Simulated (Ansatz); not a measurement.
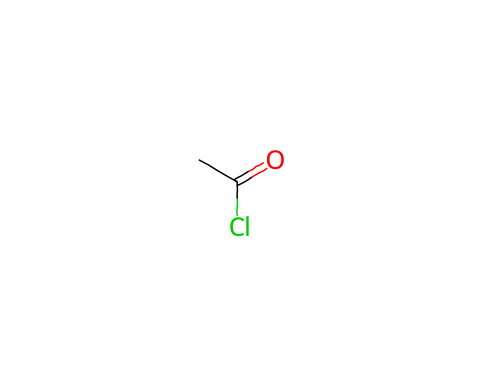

2D structure.

Question: Transcribe the drawing into SMILES.

Answer: CC(=O)Cl

Question: What is the molecular formula?

Answer: C2H3ClO.

Question: An optimisation with PBE0-D4/def2-TZVP gave a structure of which point group?

Answer: Cs.

More results for the same structure follow; atom numbers are the same in all pictures, views and colours differ. Computed geometry: PBE0-D4/def2-TZVP optimisation.

**Dipole moment**

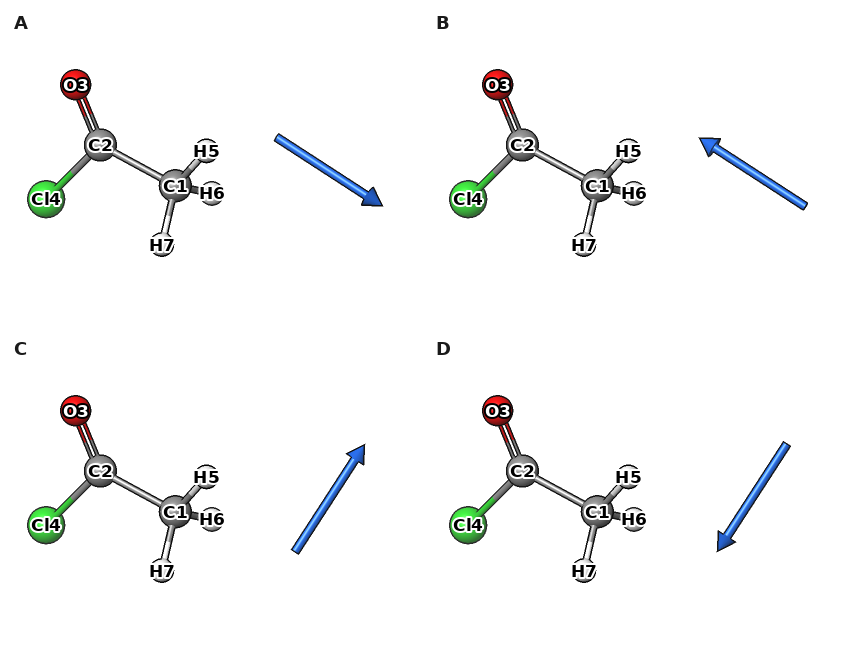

The same molecule four times, each with an arrow. Properties computed with RKS PBE0-D4/def2-TZVP (Ansatz 0.2.0).

Question: Which arrow points along the dipole moment, from the negative to the positive end?

Answer: A. The dipole moment is 2.79 D; it points from the side of O3 to the side of H6, H7 (the outermost atoms at the two ends).

**Vibrations**

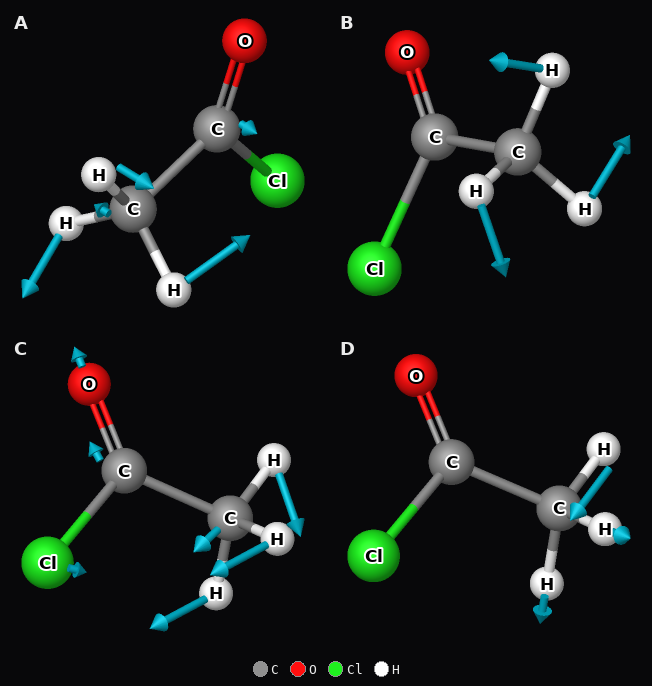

4 normal modes of one molecule or complex, as arrows. Harmonic vibrations computed with RKS PBE0-D4/def2-TZVP (Ansatz 0.2.0) at a stationary point of the same level.

Question: Match the panels to the wavenumbers 136 cm⁻¹, 347 cm⁻¹, 1041 cm⁻¹, 3180 cm⁻¹.

Answer: A: 1041 cm⁻¹, C–C–H bending
B: 136 cm⁻¹, a torsion or out-of-plane motion in which bond lengths and bond angles hardly change
C: 347 cm⁻¹
D: 3180 cm⁻¹, C–H stretching

**Charges**

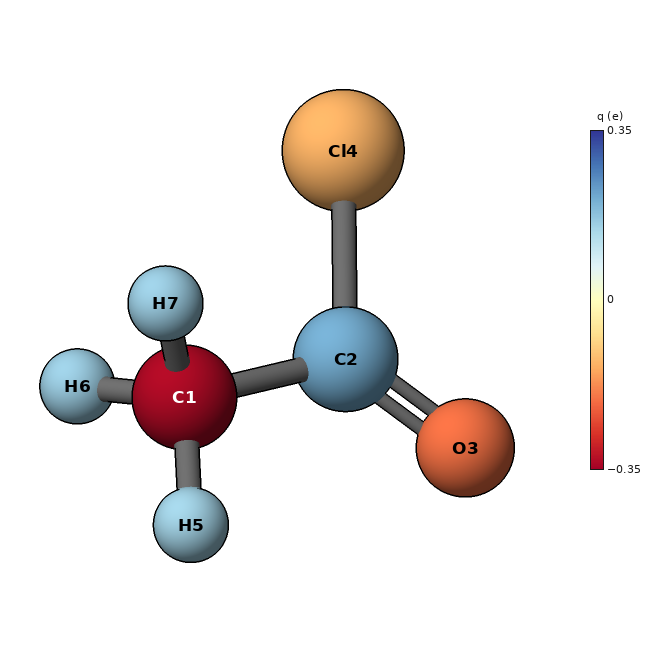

Atoms are coloured by their Mulliken charges. Level of theory: RKS PBE0-D4/def2-TZVP (Ansatz 0.2.0).

Question: Which atom carries the highest charge (most positive or least negative)?

Answer: C2 (0.21 e).

Question: And the lowest?

Answer: C1 (−0.33 e).

Give the Mulliken charges atom by atom.

| atom | value (e) |
| --- | --- |
| C1 | −0.33 |
| C2 | 0.21 |
| O3 | −0.20 |
| Cl4 | −0.13 |
| H5 | 0.15 |
| H6 | 0.16 |
| H7 | 0.16 |

**Thermal motion**

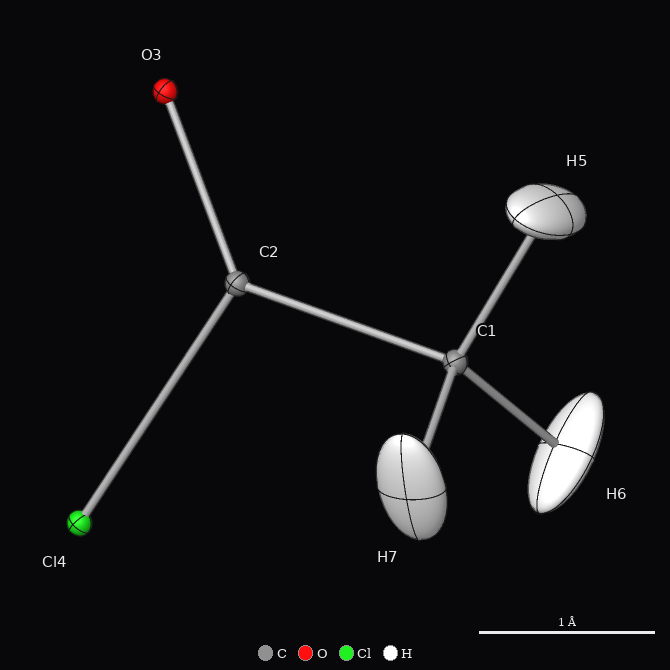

Displacement ellipsoids at the 50 % level, from the internal vibrations of the free molecule (harmonic, no overall translation or rotation; no half-axis is drawn under 0.075 Å). Vibrations computed with RKS PBE0-D4/def2-TZVP (Ansatz 0.2.0). Temperature: 100 K.

List U_eq and the three principal root-mean-square amplitudes for each kind of atom.

```json
{"atom": "C1", "U_eq (Å²)": "0.0011", "rms amplitudes (Å)": "0.019, 0.033, 0.043"}
{"atom": "C2", "U_eq (Å²)": "0.0014", "rms amplitudes (Å)": "0.033, 0.038, 0.043"}
{"atom": "O3", "U_eq (Å²)": "0.00091", "rms amplitudes (Å)": "0.024, 0.029, 0.036"}
{"atom": "Cl4", "U_eq (Å²)": "0.00030", "rms amplitudes (Å)": "0.008, 0.016, 0.024"}
{"atom": "H5", "U_eq (Å²)": "0.0254", "rms amplitudes (Å)": "0.081, 0.129, 0.230"}
{"atom": "H6, H7", "U_eq (Å²)": "0.0291", "rms amplitudes (Å)": "0.074, 0.132, 0.253"}
```

Mulliken values depend strongly on the basis set and can even reverse the polarity of a bond.
